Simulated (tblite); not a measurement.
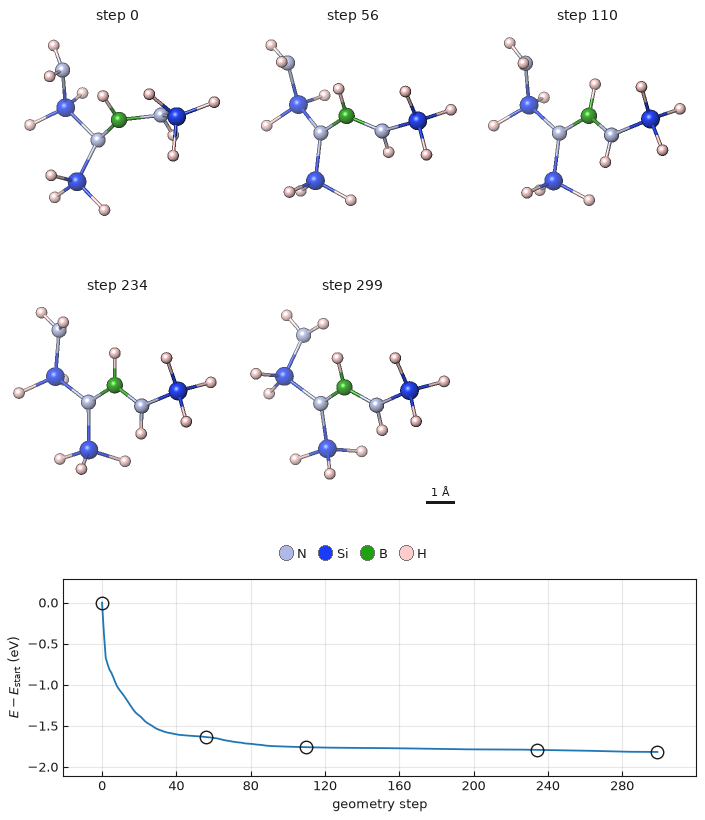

Frames of a relaxation of BSi$_{3}$N$_{3}$H$_{12}$, marked on the history of the run. A ball-and-stick model, seen at a tilt.

The calculation used tblite 0.8.0, GFN2-xTB geometry optimisation, gas phase. 

Question: What happens along the run?

Answer: The largest move after the best rigid fit is that of an H atom, 2.28 Å. By element the largest moves are H 2.28 Å, N 1.39 Å, Si 0.86 Å, B 0.51 Å. Near-neighbour distances that change, for instance: B–N 1.531 → 1.411 Å, N–Si 1.803 → 1.728 Å, B–N 1.497 → 1.425 Å, N–Si 1.788 → 1.721 Å. Among the angles between lasting bonds that change: B–N–Si 103.8° → 130.5°, Si–N–B 106.7° → 117.8°, Si–N–Si 113.2° → 120.9°. Groups turn about N–Si by about 25°. Over 299 geometry steps the energy falls by 1.818 eV. The run took 11 s on 1 thread of Intel(R) Xeon(R) Processor @ 2.50GHz, on a shared host. From step 0 to 56: an H atom moves most (1.11 Å), energy −1.635 eV. From step 56 to 110: H atoms move most (1.34 Å), energy −0.125 eV. From step 110 to 234: an H atom moves most (0.92 Å), energy −0.033 eV. From step 234 to 299: H atoms move most (1.28 Å), energy −0.025 eV.
